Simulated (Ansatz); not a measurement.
# Alloy of GaN and AlN (21 of 48 Ga sites exchanged), 96 atoms, part 1 of 2

How does this alloy cell relax, and what gap do PBEsol and HSE06 give?

Program: Ansatz 0.2.0, PAW, plane waves. These are calculated values, not measurements.

### Step 1. The starting cell

96 atoms (27 Ga, 21 Al, 48 N); a = 9.457 Å, b = 10.920 Å, c = 10.193 Å, α = 90.00°, β = 90.00°, γ = 90.00°. All atoms were shaken off their sites by about 0.02 Å along each axis.

Plan of the steps: (2) PBEsol cell relaxation at the single k point (¼, ¼, ¼), on 1 × NVIDIA H100 80GB HBM3 with 4 threads of AMD EPYC 7R13; (3) HSE06 single point at the Γ point alone, on 1 × NVIDIA H100 80GB HBM3 with 4 threads of AMD EPYC 7R13.

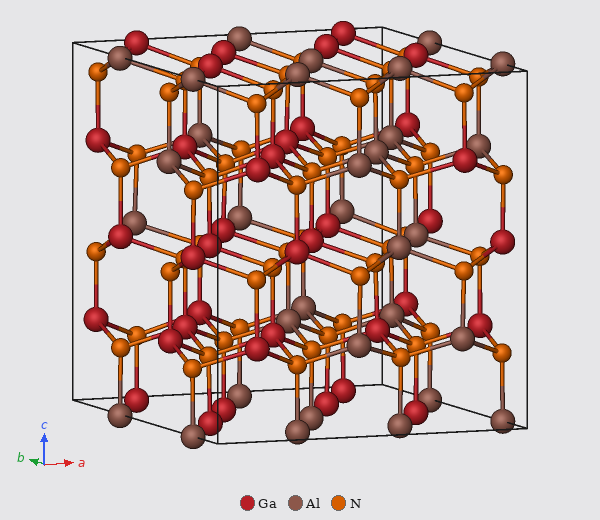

The starting cell, seen slightly off an axis (gallium red, aluminium brown, nitrogen orange). Atoms on faces are repeated.

### Step 2. Relaxing cell and atoms with PBEsol

Input file in.yaml:

```yaml
crystal:
  lattice:
    - [9.457250, 0.000000, 0.000000]
    - [0.000000, 10.920292, 0.000000]
    - [0.000000, 0.000000, 10.193397]
  atoms:
    - { symbol: Ga, position: [0.166803, 0.083388, 0.248058] }
    - { symbol: Ga, position: [0.166858, 0.079111, 0.750083] }
    - { symbol: Ga, position: [0.002392, 0.330949, 0.247423] }
    - { symbol: Ga, position: [0.335213, 0.333397, 0.248984] }
    - { symbol: Ga, position: [0.333093, 0.331379, 0.749744] }
    - { symbol: Ga, position: [0.167973, 0.582680, 0.248153] }
    - { symbol: Ga, position: [0.167878, 0.585416, 0.751879] }
    - { symbol: Ga, position: [0.997944, 0.834030, 0.245903] }
    - { symbol: Ga, position: [0.003266, 0.831991, 0.747461] }
    - { symbol: Ga, position: [0.838078, 0.084291, 0.747041] }
    - { symbol: Ga, position: [0.670862, 0.329781, 0.248266] }
    - { symbol: Ga, position: [0.494470, 0.582965, 0.752272] }
    - { symbol: Ga, position: [0.331013, 0.831507, 0.250629] }
    - { symbol: Ga, position: [0.665271, 0.835193, 0.750694] }
    - { symbol: Ga, position: [0.999458, 0.168516, 0.501184] }
    - { symbol: Ga, position: [0.333645, 0.164529, 0.502604] }
    - { symbol: Ga, position: [0.167769, 0.413598, 0.496519] }
    - { symbol: Ga, position: [0.171360, 0.416724, 0.998776] }
    - { symbol: Ga, position: [0.998719, 0.666428, 0.498259] }
    - { symbol: Ga, position: [0.498071, 0.417702, 0.495843] }
    - { symbol: Ga, position: [0.328495, 0.664877, 0.501992] }
    - { symbol: Ga, position: [0.333102, 0.669678, 0.998503] }
    - { symbol: Ga, position: [0.167769, 0.917265, 0.002270] }
    - { symbol: Ga, position: [0.834195, 0.413962, 0.000646] }
    - { symbol: Ga, position: [0.668406, 0.665952, 0.500384] }
    - { symbol: Ga, position: [0.664256, 0.667486, 0.001343] }
    - { symbol: Ga, position: [0.835618, 0.917505, 0.000033] }
    - { symbol: Al, position: [0.998551, 0.332252, 0.749093] }
    - { symbol: Al, position: [0.496671, 0.085096, 0.243805] }
    - { symbol: Al, position: [0.498081, 0.086836, 0.747242] }
    - { symbol: Al, position: [0.829405, 0.082225, 0.248018] }
    - { symbol: Al, position: [0.667611, 0.331554, 0.746795] }
    - { symbol: Al, position: [0.501253, 0.581543, 0.250721] }
    - { symbol: Al, position: [0.332232, 0.832157, 0.747035] }
    - { symbol: Al, position: [0.836626, 0.583215, 0.251917] }
    - { symbol: Al, position: [0.832910, 0.583044, 0.749460] }
    - { symbol: Al, position: [0.667262, 0.831999, 0.249355] }
    - { symbol: Al, position: [0.999263, 0.167498, 0.999657] }
    - { symbol: Al, position: [0.334872, 0.163964, 0.998815] }
    - { symbol: Al, position: [0.996610, 0.666155, 0.997424] }
    - { symbol: Al, position: [0.664467, 0.167393, 0.500254] }
    - { symbol: Al, position: [0.666349, 0.165754, 0.001654] }
    - { symbol: Al, position: [0.497754, 0.418586, 0.999179] }
    - { symbol: Al, position: [0.160594, 0.917072, 0.498236] }
    - { symbol: Al, position: [0.835580, 0.415016, 0.497556] }
    - { symbol: Al, position: [0.499758, 0.914939, 0.498048] }
    - { symbol: Al, position: [0.499305, 0.916429, 0.999460] }
    - { symbol: Al, position: [0.831054, 0.916618, 0.501552] }
    - { symbol: N, position: [0.997123, 0.168267, 0.190517] }
    - { symbol: N, position: [0.999756, 0.165048, 0.689769] }
    - { symbol: N, position: [0.333878, 0.163735, 0.186774] }
    - { symbol: N, position: [0.333426, 0.166141, 0.689138] }
    - { symbol: N, position: [0.165505, 0.417074, 0.187846] }
    - { symbol: N, position: [0.168031, 0.416422, 0.686453] }
    - { symbol: N, position: [0.998421, 0.665511, 0.187457] }
    - { symbol: N, position: [0.998714, 0.665871, 0.690995] }
    - { symbol: N, position: [0.669138, 0.164113, 0.193142] }
    - { symbol: N, position: [0.664249, 0.165785, 0.690568] }
    - { symbol: N, position: [0.497339, 0.412681, 0.190197] }
    - { symbol: N, position: [0.499704, 0.416005, 0.688482] }
    - { symbol: N, position: [0.332268, 0.666632, 0.191987] }
    - { symbol: N, position: [0.337067, 0.666263, 0.687207] }
    - { symbol: N, position: [0.166861, 0.914303, 0.183606] }
    - { symbol: N, position: [0.167565, 0.914751, 0.691372] }
    - { symbol: N, position: [0.834217, 0.412246, 0.188751] }
    - { symbol: N, position: [0.832834, 0.417983, 0.690977] }
    - { symbol: N, position: [0.670586, 0.668948, 0.190922] }
    - { symbol: N, position: [0.667629, 0.667897, 0.692774] }
    - { symbol: N, position: [0.499872, 0.915001, 0.189291] }
    - { symbol: N, position: [0.505152, 0.915936, 0.688321] }
    - { symbol: N, position: [0.833685, 0.918860, 0.188631] }
    - { symbol: N, position: [0.828220, 0.912012, 0.686287] }
    - { symbol: N, position: [0.165665, 0.085464, 0.441353] }
    - { symbol: N, position: [0.165578, 0.083624, 0.934770] }
    - { symbol: N, position: [0.002349, 0.332294, 0.440958] }
    - { symbol: N, position: [0.999710, 0.333812, 0.942770] }
    - { symbol: N, position: [0.498891, 0.081438, 0.437894] }
    - { symbol: N, position: [0.497583, 0.083819, 0.936966] }
    - { symbol: N, position: [0.332238, 0.331929, 0.438335] }
    - { symbol: N, position: [0.333068, 0.327794, 0.936122] }
    - { symbol: N, position: [0.167437, 0.582693, 0.438757] }
    - { symbol: N, position: [0.167704, 0.581671, 0.937181] }
    - { symbol: N, position: [0.996772, 0.831429, 0.435927] }
    - { symbol: N, position: [0.003127, 0.832223, 0.938111] }
    - { symbol: N, position: [0.835290, 0.085346, 0.437570] }
    - { symbol: N, position: [0.833809, 0.080940, 0.936436] }
    - { symbol: N, position: [0.664573, 0.331630, 0.437251] }
    - { symbol: N, position: [0.664923, 0.333073, 0.938231] }
    - { symbol: N, position: [0.500057, 0.583465, 0.443177] }
    - { symbol: N, position: [0.501207, 0.583247, 0.939040] }
    - { symbol: N, position: [0.333847, 0.833114, 0.441070] }
    - { symbol: N, position: [0.330929, 0.829908, 0.939665] }
    - { symbol: N, position: [0.833016, 0.582043, 0.438960] }
    - { symbol: N, position: [0.834216, 0.582757, 0.937717] }
    - { symbol: N, position: [0.666515, 0.835645, 0.442182] }
    - { symbol: N, position: [0.665462, 0.834436, 0.937188] }
  symmetry: { detect: false }
kpoints:
  mp_grid: { grid: [1, 1, 1], shift: [0.25, 0.25, 0.25] }
hamiltonian:
  xc: pbesol
scf:
  occupations: { method: fermi_dirac, width: 0.01 }
relax:
  f_tol: 0.03
  max_steps: 80
  escape_saddle: false
  adjacent_minimum: "off"
  cell: { fix: [alpha, beta, gamma] }
output:
  forces: true
  eigenvalues: true
  populations: true
  write_density: true
  write_potential: true
  elf: true
  volumetric_format: npy
```

Command:

```
$ ansatz run in.yaml --threads 4 --pin off --max-ram 42750MiB --runs-dir r --events-out ev --progress --plain --backend cuda --devices 0, --max-vram 37GiB
```

What it wrote:

```text
Pseudopotentials: kind: paw
Functional definition: PBEsol
  exchange = pbesol_x
  correlation = pbesol_c
Crystal: 96 atoms, lattice volume = 1052.733 Å³
Basis set: ecut = 420 eV, 20565 PW (Γ), exchange–correlation on 128×150×144 points (8 copies of the dense FFT grid, shifted against one another)
Bands: 423, of which v1, the nominal top of the filled ones, is band 327 counted from 1 (326 counted from 0)
Symmetry: 1 space group operations
k-points: 1
Non-local potential: Ga, projectors of the file, l = 0: 2, l = 1: 2, l = 2: 3, l = 3: 1
Non-local potential: Al, projectors of the file, l = 0: 2, l = 1: 2, l = 2: 1
Non-local potential: N, projectors of the file, l = 0: 2, l = 1: 2, l = 2: 1
PAW form: soft (Blöchl's): semilocal exchange-correlation on the pseudo side does not see the compensation charge
PAW frozen core: Ga, regenerated for the run's functional, and the local potential with it (the file was generated under x = pbe(κ = 0.804, μ = 0.2195149727645171), c = pbe(β = 0.06672455060314922))
PAW frozen core: Al, regenerated for the run's functional, and the local potential with it (the file was generated under x = pbe(κ = 0.804, μ = 0.2195149727645171), c = pbe(β = 0.06672455060314922))
PAW frozen core: N, regenerated for the run's functional, and the local potential with it (the file was generated under x = pbe(κ = 0.804, μ = 0.2195149727645171), c = pbe(β = 0.06672455060314922))
PAW one-centre angular grid: Ga, 590 points (default); XC on 64 Gauss nodes
PAW one-centre angular grid: Al, 110 points (default); XC on 64 Gauss nodes
PAW one-centre angular grid: N, 110 points (default); XC on 64 Gauss nodes
Initial density: superposition of atomic densities (neutral atoms: chi_scale 0, normalization atom), corrected by the library's trained network
Initial wavefunctions: pseudopotential atomic-orbital guess
Functional: x = pbesol(κ = 0.804, μ = 0.12345679012345678), c = pbesol(β = 0.046)
SCF iter   1: F=—  HF=-130339.587511 eV  |F-HF|=—  |Δ(HF+E_count)|=         —  Δρ=1.17e-2  dr2=1.45e0  ethr=1.77e-3  ⟨swp⟩=6.0  Hψ=1664  notcnv=0  defer=15
preconditioner: auto → Resta (q_TF=auto, 2.520 Å⁻¹)  ε∞=4.5  [insulator: Δε(μ)=3.702 eV  Ē_g=15.713 eV  σ=0.010 eV  W_gap=1.00  n_scr=278 (ndim 8)  ℏωp=29.3 eV  f_vac=0.000  D(μ)=0.00/eV (n_scr^D=0)  ε∞_Penn≈4.5]
SCF iter   2: F=—  HF=-130339.171491 eV  |F-HF|=—  |Δ(HF+E_count)|=   4.16e-1  Δρ=1.84e-3  dr2=3.95e-2  ethr=2.21e-4  ⟨swp⟩=2.0  Hψ=612  notcnv=0  defer=89
[... 4 lines of SCF cycles left out ...]
SCF iter   7: F=—  HF=-130339.163936 eV  |F-HF|=—  |Δ(HF+E_count)|=   5.64e-7  Δρ=1.07e-5  dr2=1.00e-6  ethr=1.44e-9  ⟨swp⟩=2.0  Hψ=660  notcnv=0  defer=89
SCF iter   8: F=-130339.163936 eV  HF=-130339.163936 eV  |F-HF|=2.24e-8  |Δ(HF+E_count)|=   8.10e-8  Δρ=2.49e-6  dr2=6.12e-8  ethr=1.53e-11  ⟨swp⟩=14.0  Hψ=3200  notcnv=0
SCF 1 converged in 8 iterations: F = -130339.163936 eV  dr2 = 6.12e-8
relax step   1: F+E_penalty+E_count = -130339.16393648 eV  Δ(F+E_penalty+E_count) = +0.000e0 eV  max|allowed force component| = 2.189e0 eV/Å  Δτ_max = 0.0000 Å  P = +0.881 GPa  Ω = 1052.733 Å³  fix = [alpha, beta, gamma]  reactions: alpha +0.234, beta -0.011, gamma -0.181 GPa/rad  (8 SCF iters, dr2 threshold 1.00e-7 eV, accepted)
[... 13 lines left out ...]
relax step   2: F+E_penalty+E_count = -130340.97603224 eV  Δ(F+E_penalty+E_count) = -1.812e0 eV  max|allowed force component| = 1.027e0 eV/Å  Δτ_max = 0.0592 Å  P = +0.047 GPa  Ω = 1054.436 Å³  energy of the carried Pulay correction = -5.516e-3 eV  fix = [alpha, beta, gamma]  reactions: alpha +0.151, beta -0.014, gamma -0.132 GPa/rad  (6 SCF iters, dr2 threshold 9.60e-6 eV, accepted)
[... 4 lines left out ...]
relax step   3: F+E_penalty+E_count = -130341.59052666 eV  Δ(F+E_penalty+E_count) = -6.145e-1 eV  max|allowed force component| = 3.438e-2 eV/Å  Δτ_max = 0.0509 Å  P = +0.013 GPa  Ω = 1053.371 Å³  energy of the carried Pulay correction = -2.068e-3 eV  fix = [alpha, beta, gamma]  reactions: alpha +0.035, beta +0.012, gamma -0.047 GPa/rad  (6 SCF iters, dr2 threshold 9.60e-6 eV, accepted)
[... 10 lines left out ...]
relax step   4: F+E_penalty+E_count = -130341.59154761 eV  Δ(F+E_penalty+E_count) = -1.021e-3 eV  max|allowed force component| = 3.537e-3 eV/Å  Δτ_max = 0.0043 Å  P = +0.001 GPa  Ω = 1053.428 Å³  energy of the carried Pulay correction = -2.252e-3 eV  fix = [alpha, beta, gamma]  reactions: alpha +0.031, beta +0.010, gamma -0.041 GPa/rad  (6 SCF iters, dr2 threshold 7.39e-8 eV, accepted)
[... 10 lines left out ...]
relax step   5: F+E_penalty+E_count = -130341.59294502 eV  Δ(F+E_penalty+E_count) = -1.397e-3 eV  max|allowed force component| = 3.531e-3 eV/Å  Δτ_max = 0.0000 Å  P = +0.007 GPa  Ω = 1053.428 Å³  fix = [alpha, beta, gamma]  reactions: alpha +0.037, beta +0.010, gamma -0.042 GPa/rad  stress off target by 2.05e-2 GPa on what of the cell is left free  SCF on the basis re-selected at this cell (its en [...]
SCF converged after 6 iterations
Free energy (F): -130341.592945 eV
Harris-Foulkes:  -130341.592945 eV  (|F-HF|=5.82e-11)
Internal energy: -130341.592945 eV  (E = F + TS)
E sigma→0 (E₀):  -130341.592945 eV
Fermi energy:    10.258957 eV
--- Per-component energies (eV) ---
  E_band       = -86.335268
  E_kinetic    = 9994.485869
  E_local      = -68531.042764  (includes V_loc(G=0)·N_el)
  E_nonlocal   = 14009.289778
  E_hartree    = 31303.806240
  E_xc         = -5561.949775
  E_vxc        = -5871.062335  (∫ρ·V_xc dr)
  E_paw        = -68186.399768  (= ΣΔE_a)
  E_vpaw       = -12295.621072  (= ΣTr[D̂ρ^β])
  E_aug_tail   = 0.003148  (compensation charges beyond the density's cutoff)
  E_ewald      = -43394.836737
  E_core_change = 25.051064  (= ΣΔE_core)
  E_smearing   = -0.000000  (= −TS)
  E_closure    = 0.000000  (closes the sum)
  Σ components = -130341.592945   (vs F -130341.592945, Δ=0.00e0)
--- Forces (eV/Å), atoms counted from 1 ---
  atom   1  Ga    -0.00124884    -0.00159353     0.00030537
  atom   2  Ga    -0.00146963     0.00093393    -0.00192281
[... 2 atoms left out ...]
  atom   5  Ga    -0.00169719     0.00261284    -0.00258104
[... 16 atoms left out ...]
  atom  22  Ga    -0.00137452    -0.00346292     0.00155367
[... 5 atoms left out ...]
  atom  28  Al     0.00337559     0.00090442    -0.00143391
[... 2 atoms left out ...]
  atom  31  Al     0.00353109    -0.00121504     0.00187356
  atom  32  Al    -0.00270015     0.00036042    -0.00332336
[... 6 atoms left out ...]
  atom  39  Al    -0.00320929     0.00232653    -0.00133087
[... 40 atoms left out ...]
  atom  80  N      0.00193934    -0.00172424     0.00290591
[... 11 atoms left out ...]
  atom  92  N      0.00192798     0.00335011     0.00051543
[... 4 atoms left out ...]
  max |Σ_I F_I| component: 1.62e-4 eV/Å
--- Stress (GPa, compression-positive) ---
       -0.004720       0.042211      -0.010159
        0.042211       0.004522      -0.036872
       -0.010159      -0.036874       0.020546
  P = ⅓ Tr σ = 0.0068 GPa (0.068 kbar)
--- Band table (eV) ---
  k-point 0: bands = [... 315 lower levels ..., "7.7213", "7.7474", "7.7857", "7.8321", "7.8808", "7.9523", "8.0111", "8.0875", "8.1186", "8.1498", "8.3446", "8.3754", "12.1421", "13.0505", "13.1248", "13.2380", "13.3160", "13.3329", "13.4025", "13.5999", "13.6777", "13.6976", "13.7421", "13.7707", ... 84 higher levels ...]
--- Relaxed structure (4 steps of the walk, 4 accepted, 1 SCFs on fresh bases) ---
  F+E_penalty+E_count = -130341.59294502 eV   max|allowed force component| = 3.531e-3 eV/Å   (the final SCF, on the basis selected at the relaxed cell)
  cell:  # Å, volume = 1053.4278 Å³
    - [9.451222278399854, 4.4895831080940233e-144, 2.7231672139129867e-145]
    - [5.184124190293615e-144, 10.912857813006548, 5.899802593100337e-112]
    - [2.9351370122180334e-145, 5.507089925168777e-112, 10.213587246448348]
  atoms:
    - { symbol: Ga, position: [0.1663802193392675, 0.08314935777636405, 0.24875295991427085] }
    - { symbol: Ga, position: [0.16656043666692305, 0.08257426852898704, 0.7507983859910913] }
[... 94 atoms left out; the next input holds them all, rounded ...]
--- Löwdin populations: 96 sites ---
  site symbol       q [e]
     0     Ga     12.2626
     1     Ga     12.2667
[... 94 atoms left out ...]
  spilling = 0.003577 (of n_electrons = 654.000000)
```

It took 9.6 s on 1 × NVIDIA H100 80GB HBM3 with 4 threads of AMD EPYC 7R13, shared host; peak host memory 1.3 GiB.

The walk (solves on a freshly chosen basis count as rows, and their energies jump a little):

| accepted step | energy change (eV) | largest force component (eV/Å) | SCF cycles | pressure (GPa) |
| --- | --- | --- | --- | --- |
| 1 | 0.000 | 2.189 | 8 | 0.88 |
| 2 | -1.812 | 1.027 | 6 | 0.05 |
| 3 | -2.427 | 0.034 | 6 | 0.01 |
| 4 | -2.428 | 0.004 | 6 | 0.00 |
| 5 | -2.429 | 0.004 | 6 | 0.01 |

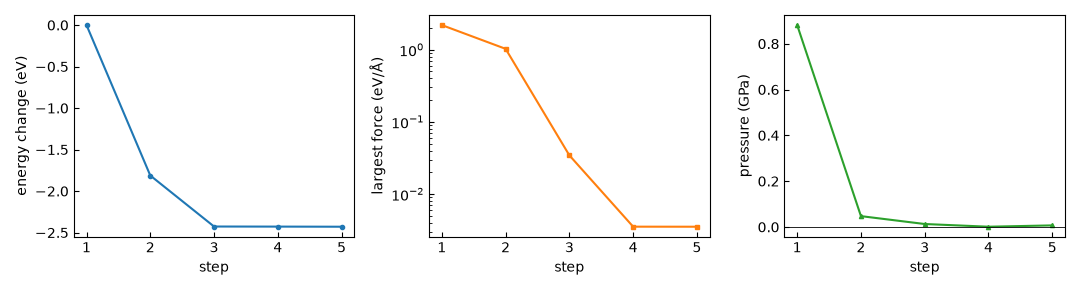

Energy, largest force component and pressure along the relaxation.

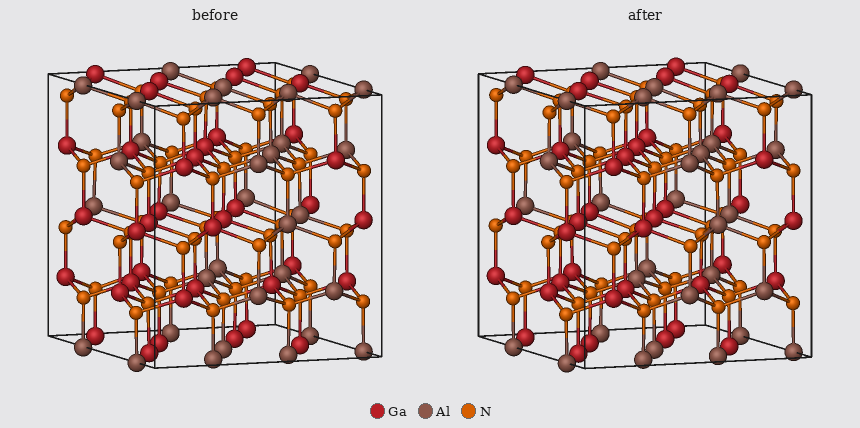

Before and after, at one scale.

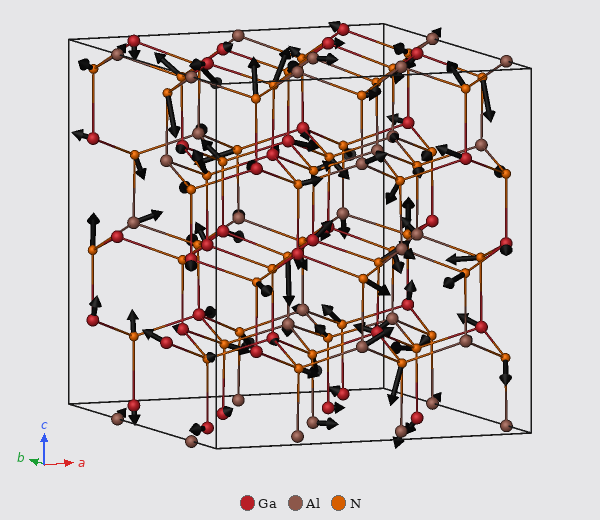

The relaxed cell; black arrows show the larger shifts of the atoms, drawn 15 times longer.

|  | before | after | change |
| --- | --- | --- | --- |
| a (Å) | 9.457 | 9.451 | -0.06 % |
| b (Å) | 10.920 | 10.913 | -0.07 % |
| c (Å) | 10.193 | 10.214 | +0.20 % |
| volume (Å³/atom) | 10.966 | 10.973 | +0.07 % |

Bonds in the relaxed cell, counted within a distance cut:

| pair | count | mean (Å) | spread (Å) | least | most |
| --- | --- | --- | --- | --- | --- |
| Al–N | 84 | 1.899 | 0.008 | 1.884 | 1.920 |
| Ga–N | 108 | 1.945 | 0.006 | 1.932 | 1.965 |

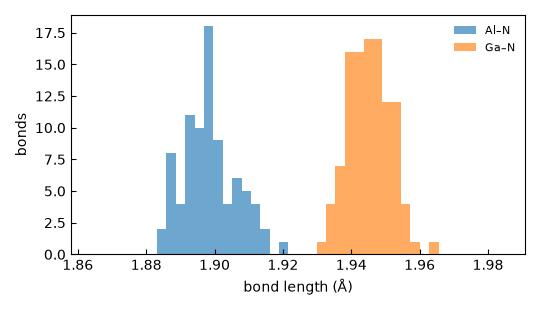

Spread of the bond lengths.

At the single k point (¼, ¼, ¼) the filled levels end at 8.375 eV and the empty ones begin at 12.142 eV, a spacing of 3.77 eV.

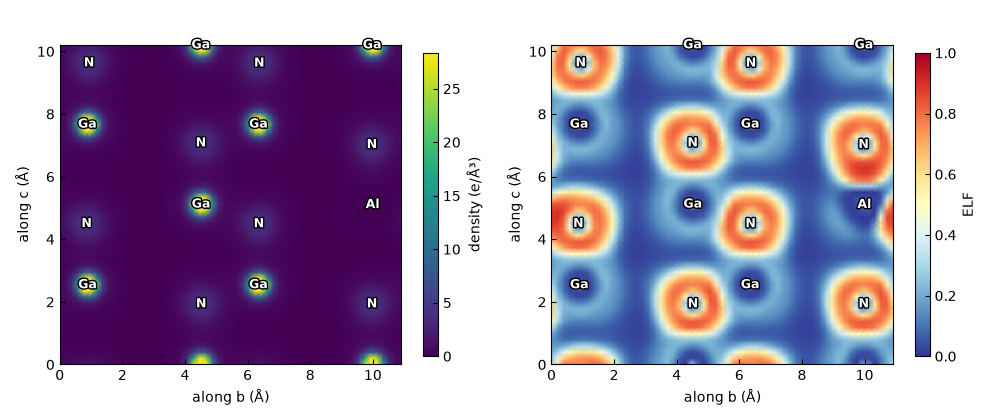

Density (left) and ELF (right) in a lattice plane of the grid's cell (edges 10.91 and 10.21 Å, at 0.163 of the third edge), which holds Ga and Al and N. Only atoms in the plane are labelled; the density scale stops at 28.34 e/Å³. Both are smooth fields of the valence electrons: close to the nuclei they are not physical.

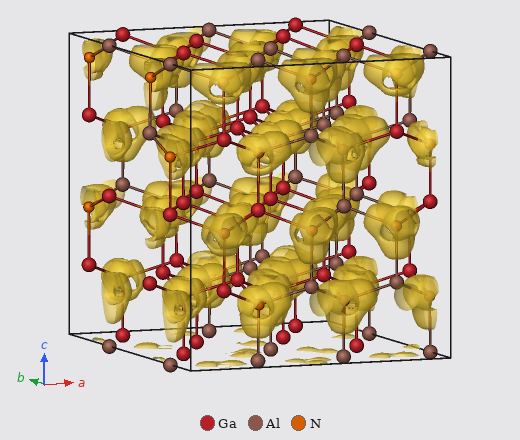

Surface of ELF = 0.79, drawn in one cell.

Outside the cores ELF peaks at 0.90 on the N–Al line, 0.7 Å from N; 0.85 on the N–Ga line, 0.7 Å from N; 0.84 in the shell around N, 0.7 Å from N.

(Continued in part 2 of 2.)
